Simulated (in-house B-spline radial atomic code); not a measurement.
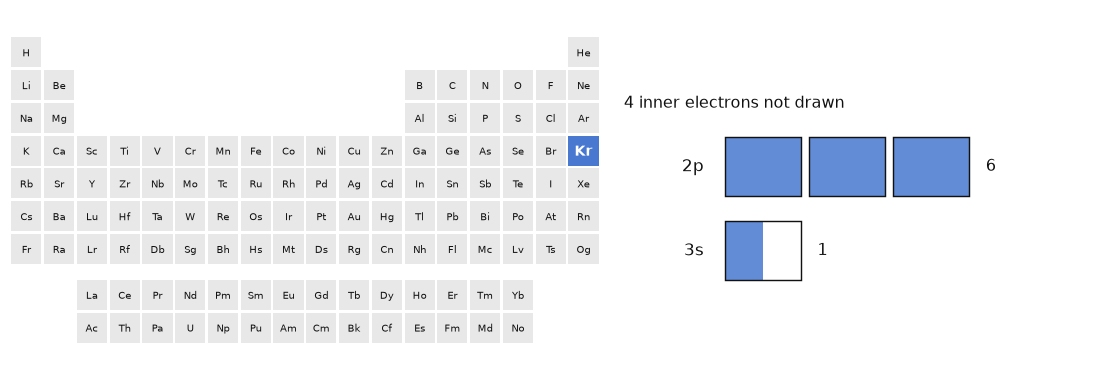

Figure 1. Left, the place of krypton in the periodic table; right, the outer shells as the input fills them: a box for each of the 2l + 1 orbitals, shaded by the share of the shell that is filled, with the electron count at the right.

**Run report: Kr²⁵⁺, RPA and GW calculation**

Kr²⁵⁺, configuration [Ne] 3s1. Computed at this level: RPA, second-order and SOSEX correlation energies and G0W0 (contour deformation) on a non-relativistic mean field, all electrons, B-spline basis (in-house B-spline radial atomic code).

### Input file
```
Z = 36
electrons = 11.0
configuration = [Ne] 3s1
hamiltonian = nr
method = hf
lmax = 9
spin_polarised = True
box_radius = 3.47
intervals = 46
ion_configuration = [He] 2s2 2p6
```

The run was one of a batch that the task file lists, launched with:
```bash
python <driver script> task.json out
```

The program writes its results to a structured record and prints no log; tables and figures of this report are taken from that record.

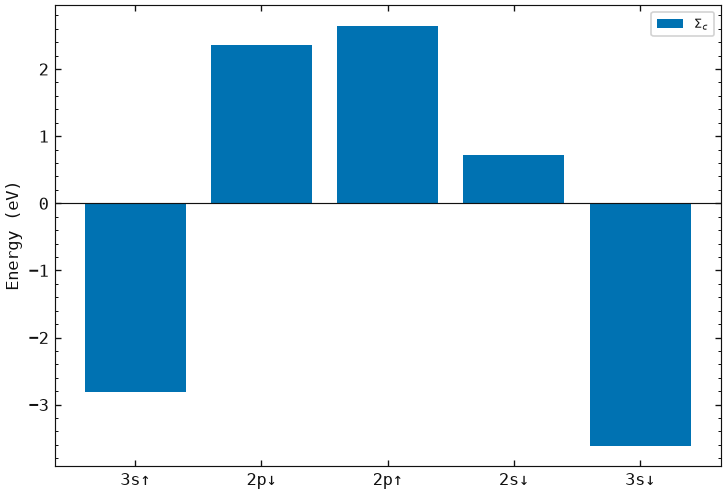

Figure 2. The G₀W₀ correction to each level (on Hartree–Fock the correlation self-energy alone) for Kr²⁵⁺ ([Ne] 3s). All-electron spherical atom, non-relativistic, Hartree-Fock start, no spin-orbit coupling, Breit or QED terms; computed with a B-spline radial code. The quasi-particle equation is solved at full frequency; levels of low quasi-particle weight Z are left out. Σ columns are in eV, and Σc holds an estimate for the angular momenta beyond the basis. G₀W₀ moves the highest occupied level, 3s↑, from −1186.4 to −1189.2 eV (renormalisation factor Z = 0.99). The empty level 3s↓ goes from −1132.3 to −1135.9 eV.

| Level | Mean field (eV) | Σc (eV) | Z | G₀W₀ (eV) |
| --- | --- | --- | --- | --- |
| 3s↑ | −1186.4 | −2.8 | 0.99 | −1189.2 |
| 2p↓ | −2857.3 | 2.4 | 1.00 | −2855.0 |
| 2p↑ | −2859.7 | 2.6 | 0.99 | −2857.1 |
| 2s↓ | −3032.1 | 0.7 | 0.95 | −3031.3 |
| 3s↓ | −1132.3 | −3.6 | 0.99 | −1135.9 |

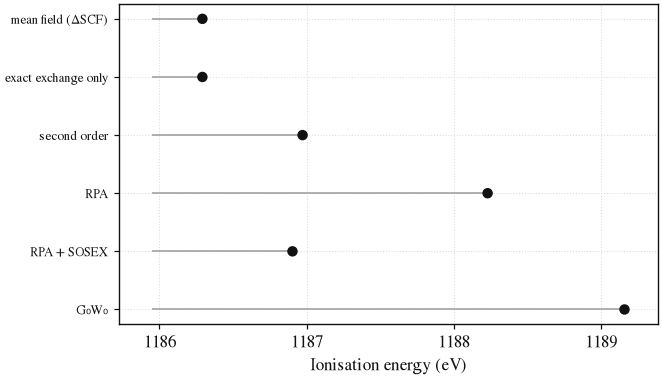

Figure 3. Ionisation energy of Kr²⁵⁺ ([Ne] 3s → [He] 2s² 2p⁶). Differences of total energies, each species on its own start, beside the G₀W₀ level.

| Method | Ionisation energy (eV) |
| --- | --- |
| mean field (ΔSCF) | 1186.29 |
| exact exchange only | 1186.29 |
| second order | 1186.97 |
| RPA | 1188.23 |
| RPA + SOSEX | 1186.90 |
| G₀W₀ | 1189.16 |

The values run from 1186.29 eV (mean field (ΔSCF) and exact exchange only) to 1189.16 eV (G₀W₀).

### Results in brief

- outcome: converged
- mean-field total energy: −2335.49213 hartree
- total energy with exact exchange alone: −2335.49213 hartree
- exact exchange energy: −59.30004 hartree
- RPA correlation, extrapolated in the angular momentum of the empty orbitals: −0.68863 hartree
- RPA correlation, as summed: −0.68517 hartree
- direct second-order term: −0.71464 hartree
- second-order exchange term: 0.27702 hartree
- SOSEX term: 0.26724 hartree
- hardware: 1 CPU thread, shared host
- wall time: 1.2 s

### Remarks

Limits: relativity is absent.
